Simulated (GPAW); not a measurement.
**V: optical spectrum from first principles**

Aim: the dielectric function of V, and the optical constants that follow from it.

Program: GPAW 26.7.0. Level of theory: DFT, PBE, plane-wave PAW (GPAW data sets), scalar-relativistic, RPA, optical limit. Results are calculated unless marked as measured.

## Step 1: Set-up

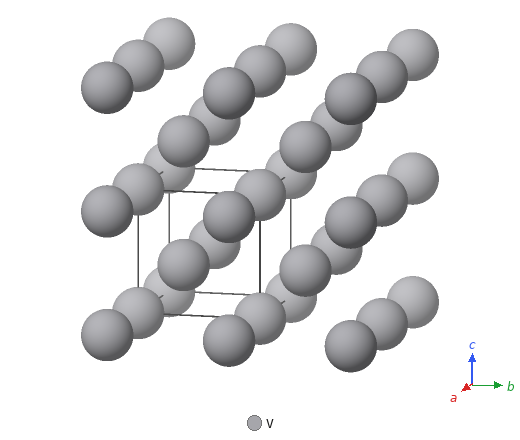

The starting structure, seen slightly off an axis (vanadium grey). 2×2×2 cells are drawn. This picture shows the conventional cell, with its axes. Some periodic images of atoms are drawn too.

Structure file:

```cif
data_structure
_symmetry_space_group_name_H-M 'Im-3m'
_symmetry_Int_Tables_number 229
_cell_length_a 3.0287
_cell_length_b 3.0287
_cell_length_c 3.0287
_cell_angle_alpha 90.000
_cell_angle_beta 90.000
_cell_angle_gamma 90.000
_cell_volume 27.78
loop_
_atom_site_label
_atom_site_type_symbol
_atom_site_symmetry_multiplicity
_atom_site_Wyckoff_symbol
_atom_site_fract_x
_atom_site_fract_y
_atom_site_fract_z
_atom_site_occupancy
V1 V 2 a 0.00000 0.00000 0.00000 1
```

## Step 2: Bands for the response

The response needs many more empty bands than the density does.

This step: DFT, PBE, plane-wave PAW (GPAW data sets), scalar-relativistic, bands at fixed density (GPAW 26.7.0).

Input file nscf.py:

```python
from ase.dft.bandgap import bandgap
from gpaw import GPAW, FermiDirac

calc = GPAW('gs.gpw').fixed_density(kpts={'size': (20, 20, 20), 'gamma': True}, nbands=23, convergence={'bands': 17},
                                    occupations=FermiDirac(0.05), txt='nscf.txt')
print('gap (eV)', bandgap(calc, output=None)[0])
print('direct gap (eV)', bandgap(calc, direct=True, output=None)[0])
print('top band over the Fermi level (eV)', min(calc.get_eigenvalues(kpt=k)[16] for k in range(len(calc.get_ibz_k_points()))) - calc.get_fermi_level())
calc.write('full.gpw', mode='all')
```

On the command line:

```bash
OMP_NUM_THREADS=1 python nscf.py
```

Numbers of over 12 decimals in the logs are rounded to 6 here.

The program printed:

```text
Diagonalizing LCAO Hamiltonian
Converting LCAO to pw mode
convergence criteria:
- Maximum integral of absolute [eigenst]ate change: 4e-08 eV^2 / valence electron
maximum number of iterations: 150

SCF iterations
|iter     |      energy | eigst |  dens |
|iter:   1||             | +2.55 |       |
|iter:   2||             | +0.05 |       |
|iter:   3||             | -1.79 |       |
|iter:   4||             | -4.68 |       |
|iter:   5||             | -6.42 |       |
|iter:   6||             | -8.28c|       |
SCF steps: 6
  __  _  _
 | _ |_)|_||  |
 |__||  | ||/\| - 26.7.0

Versions:
  Python: 3.12.14
  ASE:    3.29.0
  Numpy:  2.5.5
  Scipy:  1.18.1
  Libxc:  7.0.0

Input parameters:
  mode=PW(ecut=500.0),
  convergence={'bands': 17},
  gpts=array([14, 14, 14]),
  kpts=MonkhorstPack(size=(20, 20, 20), gamma=True),
  maxiter=150,
  nbands=23,
  occupations=Occupations(name='fermi-dirac', width=0.05, fixmagmom=False),
  parallel={},
  xc=XC(name='PBE')

--- standard output ---
gap (eV) 0.0
direct gap (eV) 0.0
top band over the Fermi level (eV) 28.415409
```

It took 21 s on 1 thread of Arm Neoverse V2, shared host; peak memory 0.18 GiB.

This run has no spin polarisation, although V can carry a moment.

## Step 3: Dielectric function, RPA

Local fields let the induced charge screen the field inside the cell, which as a rule lowers ε, most along directions where the density is uneven.

This step: DFT, PBE, plane-wave PAW (GPAW data sets), scalar-relativistic, RPA, optical limit (GPAW 26.7.0).

Input file df.py:

```python
from gpaw.response.df import DielectricFunction

df = DielectricFunction('full.gpw', frequencies={'type': 'nonlinear', 'domega0': 0.03, 'omega2': 8},
                        ecut=50,
                        eta=0.15,
                        nbands=17,
                        rate=0.05,
                        txt='df.txt')
for direction in ['x']:
    df.get_dielectric_function(xc='RPA', direction=direction, filename=f'df_{direction}.csv')
```

On the command line:

```bash
OMP_NUM_THREADS=1 python df.py
```

The program printed:

```text
Using integrator: PointIntegrator
NonLinearFrequencyDescriptor(from 0.000 to 106.549 eV, 546 points)
Nonperiodic BCs:  [False False False]
Using integrator: PointIntegrator
NonLinearFrequencyDescriptor(from 0.000 to 106.549 eV, 546 points)
Nonperiodic BCs:  [False False False]
Using integrator: PointIntegrator

Calculating chi0 body with:
    Ground state adapter containing:
    Number of spins: 1
    Number of kpoints: 8000
    Number of irreducible kpoints: 256
    Number of completely occupied states: 5
    Number of partially occupied states: 8

    Linear response parametrization:
    q_c: [0.0, 0.0, 0.0]
    Number of frequency points: 546
    Planewave cutoff: 50.0
    Number of bands: 17
    Number of planewaves: 13
    Broadening (eta): 0.15

Integrating chi0 body.

Symmetries of q_c:
    Direct symmetries (Uq -> q): 48
    Indirect symmetries (TUq -> q): 0
In total 48 allowed symmetries.

256 groups of equivalent kpoints. 96.8% reduction.

Integral kind: spectral function

Calculating chi0 optical extensions with:
    Ground state adapter containing:
    Number of spins: 1
    Number of kpoints: 8000
    Number of irreducible kpoints: 256
    Number of completely occupied states: 5
    Number of partially occupied states: 8

    Linear response parametrization:
    Number of frequency points: 546
    Planewave cutoff: 50.0
    Number of bands: 17
    Number of planewaves: 13
    Broadening (eta): 0.15
Integrating chi0 head and wings.

Symmetries of q_c:
    Direct symmetries (Uq -> q): 48
    Indirect symmetries (TUq -> q): 0
In total 48 allowed symmetries.

256 groups of equivalent kpoints. 96.8% reduction.

Integral kind: spectral function wings

Calculating drude chi0 with:
    Number of frequency points:546
    Plasma frequency decay rate: 0.05 eV

    Ground state adapter containing:
    Number of spins: 1
    Number of kpoints: 8000
    Number of irreducible kpoints: 256
    Number of completely occupied states: 5
    Number of partially occupied states: 8

Symmetries of q_c:
    Direct symmetries (Uq -> q): 48
    Indirect symmetries (TUq -> q): 0
In total 48 allowed symmetries.

256 groups of equivalent kpoints. 96.8% reduction.

Integral kind: intraband
Plasma frequency:
[[6.73+0.j 0.  +0.j 0.  +0.j]
 [0.  +0.j 6.73+0.j 0.  -0.j]
 [0.  +0.j 0.  -0.j 6.73+0.j]]
```

Elapsed: 7.1 s, on 1 thread; peak memory 0.19 GiB.

Read-outs, printed or worked out from the files:

- centre of weight of the strongest loss peak in the window: 9.603 eV

Some rows of df_x.csv (energy; Re and Im without local fields; Re and Im with them):

```text
0.000000, 18171.112018, 0.000000, 18171.102842, 0.000000
0.460735, -184.586695, 51.171812, -184.595945, 51.173368
0.943989, -29.247200, 13.246154, -29.257998, 13.249907
1.451455, 0.502359, 12.609504, 0.491242, 12.611197
1.984998, 4.429624, 18.284983, 4.420275, 18.286412
2.546682, 7.031997, 20.203853, 7.032831, 20.209030
3.138794, 0.027231, 27.413225, 0.040863, 27.455420
3.763875, -10.590856, 18.380585, -10.626277, 18.404972
4.424758, -10.079562, 8.317354, -10.112291, 8.332106
5.124608, -5.965609, 4.593250, -6.004744, 4.602858
5.866977, -2.767297, 3.295147, -2.806421, 3.295757
6.655862, -4.025524, 5.148607, -4.051623, 5.134253
7.495775, -3.344500, 2.370549, -3.361225, 2.364661
8.391833, -2.034664, 1.235114, -2.049107, 1.232102
9.349861, -0.670197, 0.682372, -0.677857, 0.683933
10.376517, 0.099603, 1.465186, 0.096564, 1.480008
11.479449, 0.287415, 1.568696, 0.281742, 1.594028
12.667487, -0.173417, 1.888984, -0.188485, 1.942649
13.950874, -0.435023, 1.451089, -0.491345, 1.508691
```

Sum at mesh points, not converged in k. The Im ε, E ∥ x by photon energy; read off at these points:

| photon energy (eV) | Im ε, E ∥ x |
| --- | --- |
| 1.0 | 12.6 |
| 2.0 | 18.2 |
| 3.0 | 26.6 |
| 3.1 | 27.4 |
| 4.0 | 13.7 |
| 5.0 | 4.96 |
| 6.0 | 3.60 |
| 6.4 | 5.99 |
| 7.0 | 3.33 |
| 8.0 | 1.70 |
| 9.0 | 0.857 |
| 10.0 | 1.65 |
| 11.0 | 1.56 |
| 12.0 | 2.18 |
| 13.0 | 1.73 |

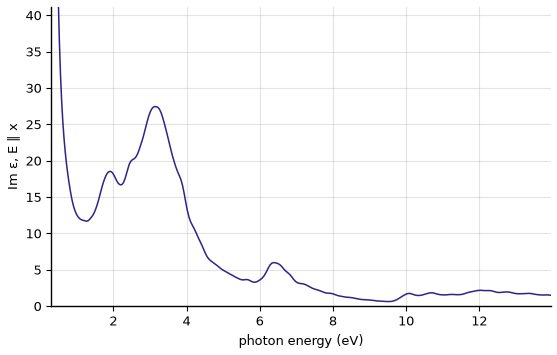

Im ε, E ∥ x, plotted against photon energy. Below 1 eV the curve runs off the scale.

Values under 1 per cm are given as 1; sum at mesh points, not converged in k. The absorption coefficient, E ∥ x by photon energy:

| photon energy (eV) | absorption coefficient, E ∥ x (1/cm) |
| --- | --- |
| 1.01 | 5.1e5 |
| 1.99 | 5.4e5 |
| 3.02 | 1.1e6 |
| 3.98 | 1.6e6 |
| 4.98 | 1.4e6 |
| 6.02 | 1.1e6 |
| 6.99 | 1.5e6 |
| 8.03 | 1.4e6 |
| 9.02 | 1.1e6 |
| 10.03 | 8.8e5 |
| 11.03 | 9.8e5 |
| 12.02 | 1.2e6 |
| 13.00 | 1.4e6 |

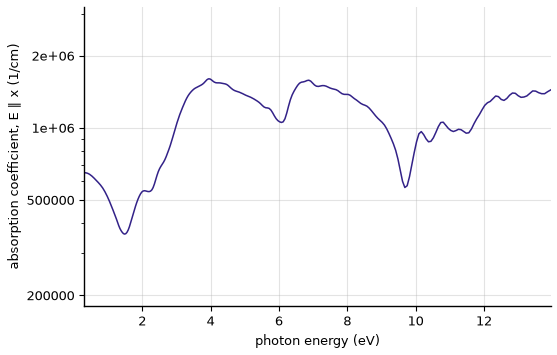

Absorption coefficient, E ∥ x, plotted against photon energy.

Sum at mesh points, not converged in k. Table of Im ε, E ∥ x by photon energy; read off at these points:

| photon energy (eV) | without local fields | with local fields |
| --- | --- | --- |
| 1.0 | 12.6 | 12.6 |
| 2.0 | 18.2 | 18.2 |
| 3.0 | 26.6 | 26.6 |
| 3.1 | 27.4 | 27.4 |
| 4.0 | 13.7 | 13.7 |
| 5.0 | 4.95 | 4.96 |
| 6.0 | 3.60 | 3.60 |
| 6.4 | 6.00 | 5.99 |
| 7.0 | 3.34 | 3.33 |
| 8.0 | 1.71 | 1.70 |
| 9.0 | 0.855 | 0.857 |
| 10.0 | 1.64 | 1.65 |
| 11.0 | 1.54 | 1.56 |
| 12.0 | 2.13 | 2.18 |
| 13.0 | 1.67 | 1.73 |

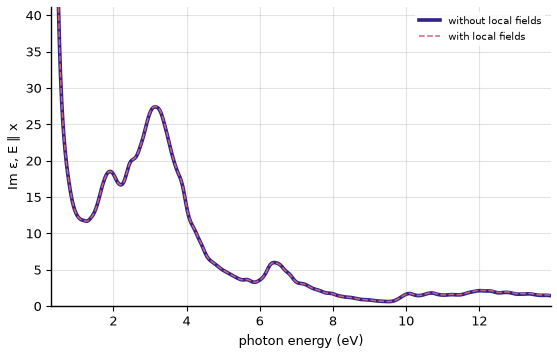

Im ε, E ∥ x, plotted against photon energy. Below 1 eV the curve runs off the scale.

Sum at mesh points, not converged in k. The reflectivity at normal incidence, E ∥ x by photon energy; read off at these points:

| photon energy (eV) | reflectivity at normal incidence, E ∥ x (%) |
| --- | --- |
| 1.0 | 83.5 |
| 2.0 | 48.7 |
| 3.0 | 56.1 |
| 4.0 | 69.7 |
| 4.5 | 70.9 |
| 5.0 | 66.9 |
| 6.0 | 42.8 |
| 7.0 | 60.5 |
| 8.0 | 61.2 |
| 8.1 | 62.5 |
| 9.0 | 54.4 |
| 10.0 | 14.8 |
| 10.8 | 20.6 |
| 11.0 | 18.3 |
| 12.0 | 19.2 |
| 13.0 | 24.7 |

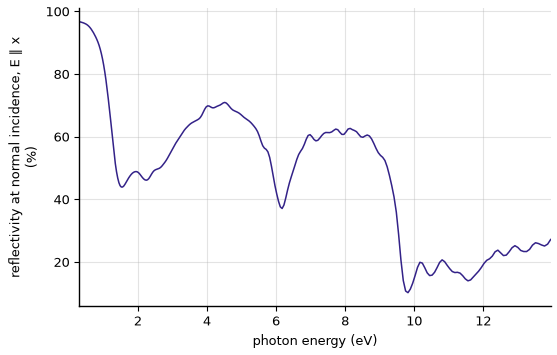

Reflectivity at normal incidence, E ∥ x against photon energy.

The loss function −Im 1/ε at q → 0, E ∥ x has structure finer than the step of the table below, so its rows give means over 1 eV, whole bins alone (the curve runs from 0.305 to 14.0 eV). Peaks (eV: height): 9.6: 1.45.

Sum at mesh points, not converged in k. Table of loss function −Im 1/ε at q → 0, E ∥ x by energy loss; means over each step:

| energy loss (eV) | loss function −Im 1/ε at q → 0, E ∥ x |
| --- | --- |
| 1 | 0.0311 |
| 2 | 0.0530 |
| 3 | 0.0387 |
| 4 | 0.0428 |
| 5 | 0.0758 |
| 6 | 0.165 |
| 7 | 0.126 |
| 8 | 0.175 |
| 9 | 0.466 |
| 10 | 0.814 |
| 11 | 0.602 |
| 12 | 0.489 |
| 13 | 0.536 |

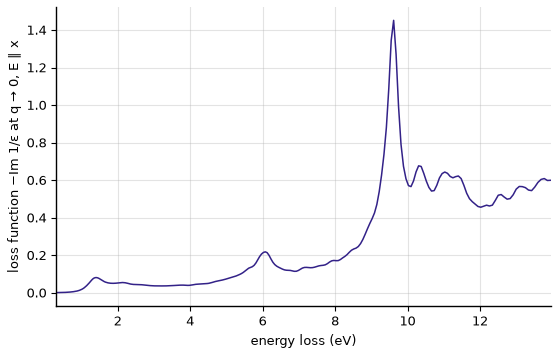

Loss function −Im 1/ε at q → 0, E ∥ x against energy loss.

Optical constants at common wavelengths, from n + ik = √ε:

| wavelength (nm) | n | k | R (%) | 1/α |
| --- | --- | --- | --- | --- |
| 1550 | 1.18 | 7.071 | 91.4 | 17 nm |
| 800 | 2.96 | 2.332 | 44.0 | 27 nm |
| 633 | 3.43 | 2.685 | 48.9 | 19 nm |
| 532 | 3.67 | 2.413 | 46.9 | 18 nm |
| 450 | 3.91 | 2.849 | 51.5 | 13 nm |
| 405 | 3.84 | 3.541 | 57.3 | 9.1 nm |
| 365 | 3.09 | 4.060 | 62.8 | 7.2 nm |

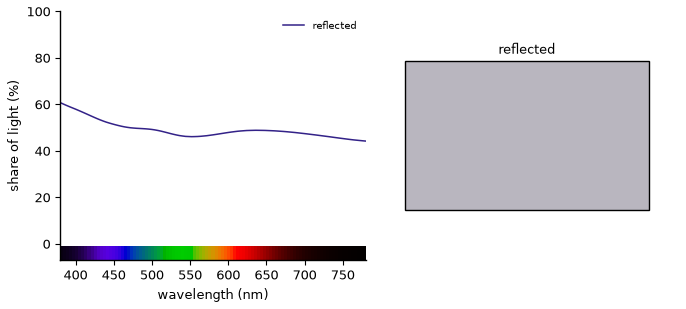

Light reflected across the visible range, with the colour that it makes of daylight (sRGB).

In reflection the computed colour is light grey: x = 0.308, y = 0.317, luminous reflectivity 47 %.

## Step 4: What came out

* centre of weight of the strongest loss peak in the window, first axis: 9.60 eV

What this shows: At this level (PBE, RPA) V is a metal. The mesh is too coarse to trust the carriers' weight, the reflectivity or the colour to better than tens of per cent. In reflection the computed colour is light grey: x = 0.308, y = 0.317, luminous reflectivity 47 %. The carriers' damping of 0.05 eV is typed, not computed; it shapes the response at the lowest energies. The run has no spin polarisation; magnetic order or correlation, untested here, could change the spectrum. In this version of GPAW the matrix elements of the optical limit are incomplete, which can lower ε − 1 by up to a tenth where first-row anions or d states rule, and shift it by more in d metals. GPAW's carrier term has the form −ωp²/(ω + i·rate)², which damps like twice the rate and fails at low energy, so the curves leave the lowest energies out. The sum runs over mesh points 0.15 Å⁻¹ apart with no interpolation, so peaks are partly noise of the mesh, and the Drude plasma energy, a sum over the Fermi surface, isn't converged.

[Machine, clock and banner lines and Python warnings are left out of the logs.]

[Logs are printed without paths, hosts, clocks, repeated set-up lines and the standing remarks that a program may print on its own settings, such as how far it seeks lower states.]

[Hosts, paths, dates, database ids (printed as entryN), source tags and the programs' standing remarks are cut or masked in the printed files.]
